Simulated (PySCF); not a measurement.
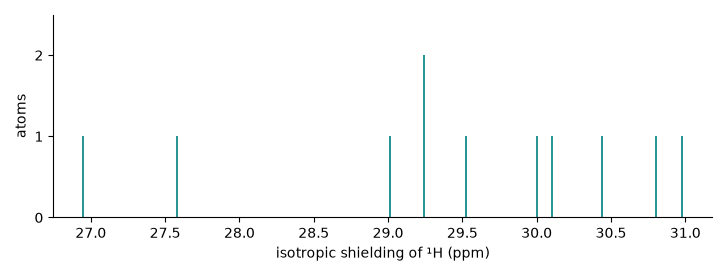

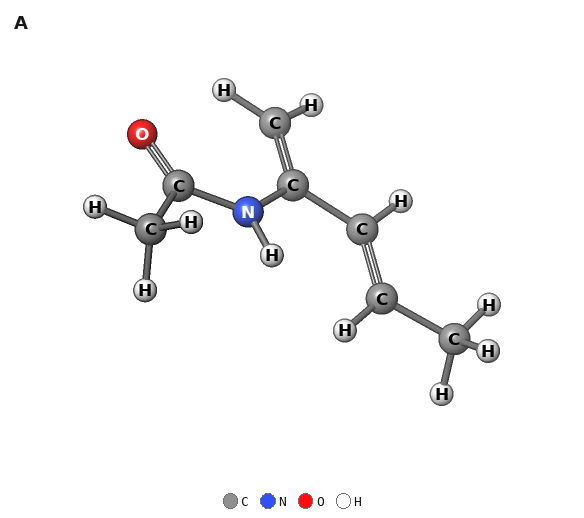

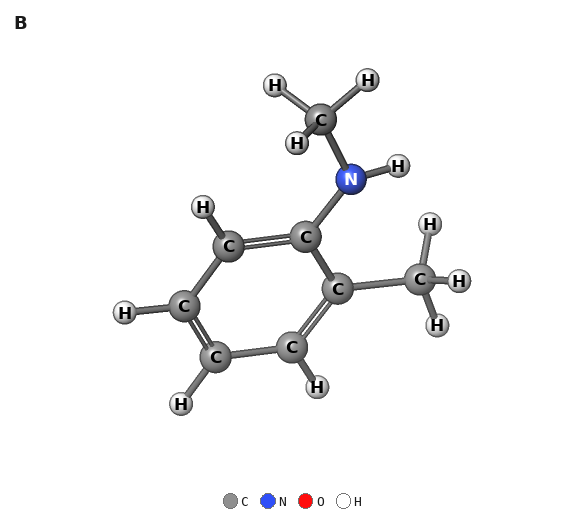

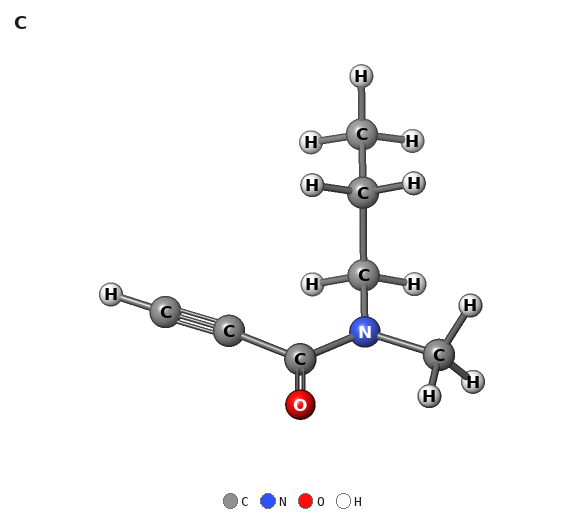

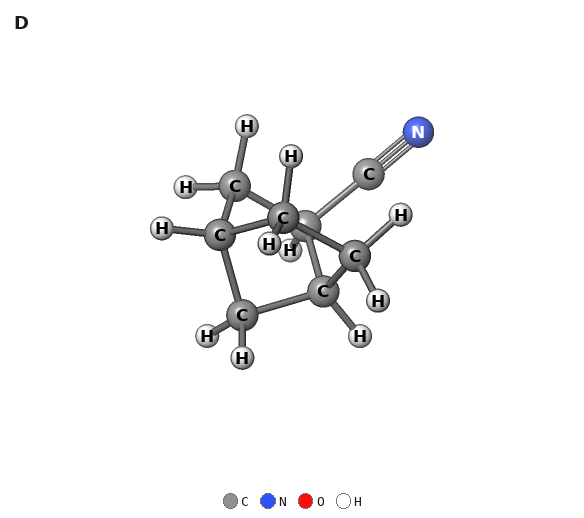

The sticks are computed shieldings of one of the molecules, for one fixed geometry (GFN2-xTB) without averaging over rotations. Low shielding means a high chemical shift. Method: GIAO PBE0/pcSseg-1 NMR shielding, non-relativistic, gas phase (PySCF 2.14.0).

**Match the spectrum to a structure.**

C, `C#CC(=O)N(C)CCC`. Its 11 H atoms give lines at 26.95, 27.58, 29.01, 29.24 (2 atoms), 29.52, 30.00, 30.10, 30.44, 30.80, 30.98 ppm.
